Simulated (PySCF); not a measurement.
**C₅H₄F₂ (SMILES C=C(F)C#CCF): density, localisation and related maps**

The calculation's input:

```
{"job": {"kind": "nmr", "xc": "PBE0", "basis": "pcSseg-1", "pop": false}, "charge": 0, "multiplicity": 1}
C     -2.334000    -0.523700    -0.102800
C     -1.533900     0.503800     0.053000
F     -2.067100     1.799000    -0.251800
C     -0.136100     0.323100     0.115800
C      1.060000     0.158400     0.217100
C      2.518600    -0.044600     0.064600
F      2.680000    -1.417000     0.221900
H     -1.867500    -1.474200    -0.012500
H     -3.285200    -0.182000    -0.296800
H      3.034800     0.226700    -0.818500
H      3.080300     0.444000     0.836300
```

Command:

```sh
OMP_NUM_THREADS=1 python probes_run.py task.json out
```

Geometry: GFN2-xTB, MD frame at 250 fs, 400 K.

Level of theory: PBE0/pcSseg-1, SCF density, gas phase, non-relativistic in PySCF.

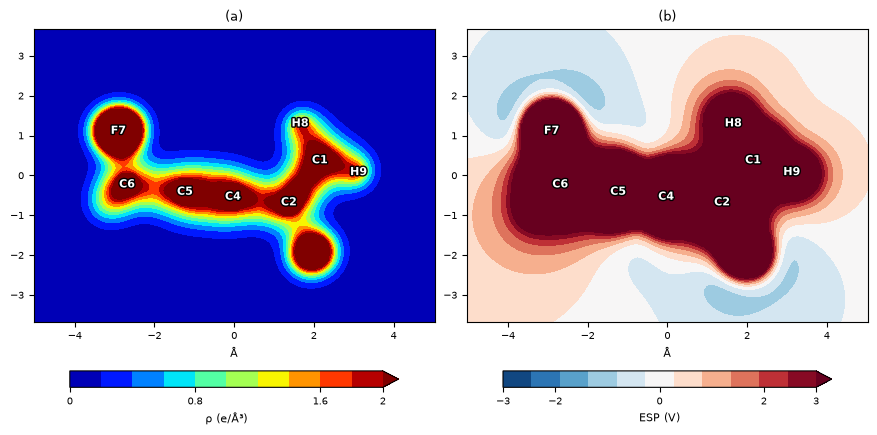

Figure 1. (a) electron density; (b) electrostatic potential on the plane of atoms C1, C2 and C4.

What does the map show?

Answer.
- Atoms in the plane: C, F and H.
- C–C (1.21 Å): ρ is about 2.7 e/Å³ halfway.
- C–F (1.39 Å): ρ is about 2 e/Å³ halfway, with its minimum of 1.6 e/Å³ about 0.5 Å from C.
- C–H (1.03 Å): the density is about 2.2 e/Å³ at the midpoint.
- C–C (1.31 Å): ρ at the midpoint is about 2.4 e/Å³.
- Outside the dense part of the molecule the potential is most negative (−1.0 V) near F7.

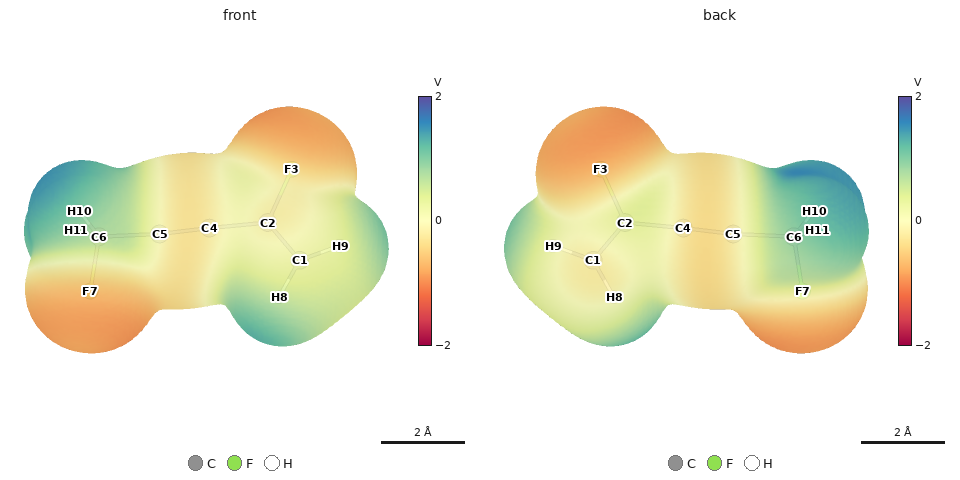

Figure 2. The molecular electrostatic potential painted on the density surface at 0.002 e/bohr³, seen from the front and from behind; red is negative and blue positive.

Which sites attract a positive test charge, and which a negative one?

Answer. A positive charge is drawn to the negative regions and a negative charge to the positive ones. The most negative region (about −0.9 V) lies over F3 and F7, the most positive (about +1.5 V) over C6 and H10.
